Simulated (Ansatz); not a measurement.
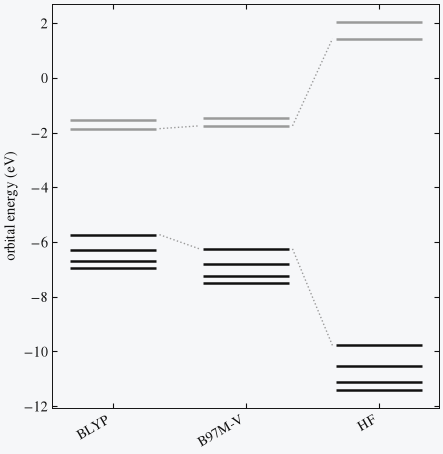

Frontier orbital energies of ZrH₄S₂O₂, SMILES [OH][Zr]([OH])([SH])[SH], singlet at one geometry, def2-TZVPP, the Ansatz code, at a PBE0-D4/def2-TZVP geometry (a minimum by its frequencies). Empty levels are grey, levels within 0.1 eV stand side by side; all columns show the same few orbitals around the gap. Dotted lines join the HOMOs and the LUMOs.

Compare the HOMO-LUMO separations.

The separation grows from 3.88 eV (BLYP) to 11.21 eV (HF).

| level | HOMO (eV) | LUMO (eV) | separation (eV) |
| --- | --- | --- | --- |
| BLYP | −5.73 | −1.86 | 3.88 |
| B97M-V | −6.25 | −1.75 | 4.50 |
| HF | −9.78 | 1.43 | 11.21 |

Caveats, for all or some of the runs: core potentials past krypton; empty levels above zero depend strongly on the basis.
